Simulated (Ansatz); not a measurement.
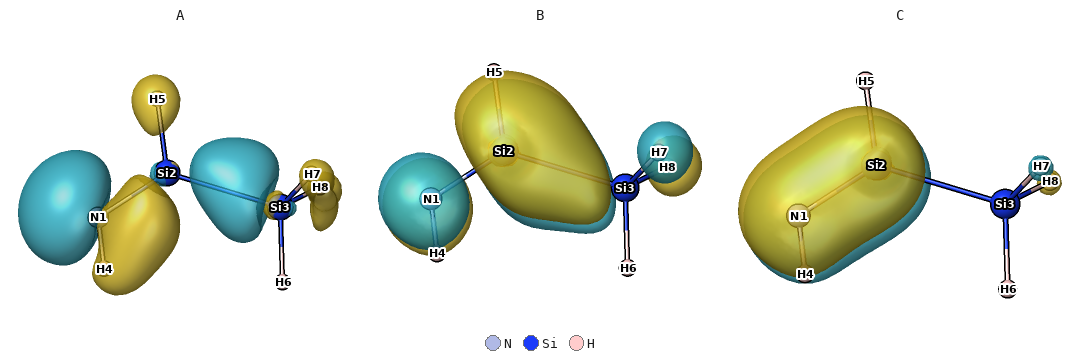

*H5NSi2 (SMILES N=[SiH][SiH3]). Three frontier orbitals at ±0.1 Å⁻³ᐟ² (yellow and cyan are the two phases), in no order.*

Level of theory: RKS PBE-D4/def2-SVP (Ansatz).

```yaml
atoms:
  - { symbol: N, position_ang: [-1.5015, 0.9182, -1.5626] }
  - { symbol: Si, position_ang: [-0.0967, 0.8369, -0.7303] }
  - { symbol: Si, position_ang: [0.6215, -0.7124, 0.9059] }
  - { symbol: H, position_ang: [-2.1947, 0.1826, -1.3552] }
  - { symbol: H, position_ang: [0.8963, 1.9177, -1.0499] }
  - { symbol: H, position_ang: [-0.4716, -1.7188, 1.1382] }
  - { symbol: H, position_ang: [0.9297, 0.0041, 2.1949] }
  - { symbol: H, position_ang: [1.8684, -1.4196, 0.4423] }
```

Q: Which picture is the HOMO−1, the HOMO and the LUMO?

A: C is the HOMO−1 (−6.50 eV). Its weight (Hirshfeld) is mainly on N1 (about 55 %) and Si2 (about 35 %); π-bonding across N1–Si2. A is the HOMO (−5.91 eV). It lies mainly on N1 (about 65 %), Si2 (about 15 %) and Si3 (about 10 %). B is the LUMO (−2.67 eV). Its weight (Hirshfeld) is mainly on Si2 (about 50 %) and N1 (about 25 %); π-antibonding (π*) across Si2–N1.

Q: What is the HOMO–LUMO gap?

A: 3.24 eV between the orbital energies.
